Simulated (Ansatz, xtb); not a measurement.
CH5Al (SMILES [CH3][AlH2]): methods side by side

CH5Al has 7 atoms, charge 0, and is taken as a singlet. As SMILES, `[CH3][AlH2]`. Geometry: relaxed at PBE0-D4/def2-TZVP.

Quantity: the vertical energy of the triplet above the singlet, in eV. The values are calculated.

| level | kind | program | value (eV) | less CCSDT/STO-3G | CPU time (all runs) |
| --- | --- | --- | --- | --- | --- |
| GFN1-xTB | semi-empirical | xtb | 6.12 | -2.24 | under 2 s |
| HF/STO-3G | Hartree–Fock | Ansatz | 8.46 | +0.10 | 0.35 s |
| SVWN5/STO-3G | LDA | Ansatz | 7.45 | -0.91 | 4.1 s |
| BLYP/STO-3G | GGA | Ansatz | 7.54 | -0.82 | 7.6 s |
| PBE/STO-3G | GGA | Ansatz | 7.47 | -0.89 | 7.4 s |
| r2SCAN/STO-3G | meta-GGA | Ansatz | 7.66 | -0.70 | 17 s |
| PBE0/STO-3G | global hybrid | Ansatz | 7.88 | -0.48 | 8 s |
| wB97M-V/STO-3G | range-separated hybrid | Ansatz | 8.33 | -0.03 | 98 s |
| MP2/STO-3G | perturbation theory | Ansatz | 8.65 | +0.29 | 0.33 s |
| CCSDT/STO-3G | coupled cluster or CI | Ansatz | 8.36 | 0.00 | 1.7 s |

Differences are taken from CCSDT/STO-3G for orientation; it has basis-set and higher-order errors of its own. The values span 6.12 to 8.65 eV. The xTB rows lack spin polarisation, so open shells miss the exchange term that lowers them. A triplet this far above the singlet is often a Rydberg-like or dissociative state; sets without diffuse functions put Rydberg states too high. All rows use very small basis sets, so none should be taken for the real molecule's value. Times are those of the runs behind each value, whatever else they computed, on shared processors of several kinds: orders of magnitude only.

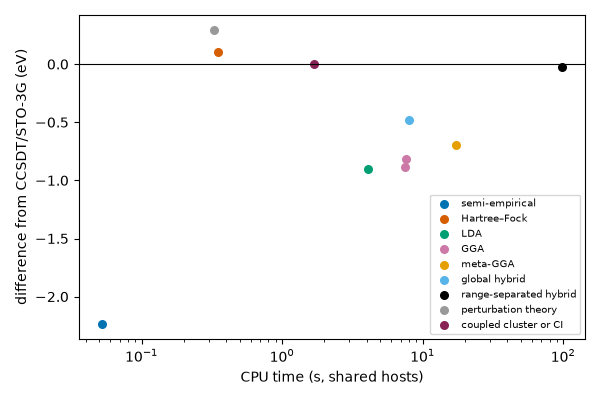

Difference from CCSDT/STO-3G against processor time, one point a level.
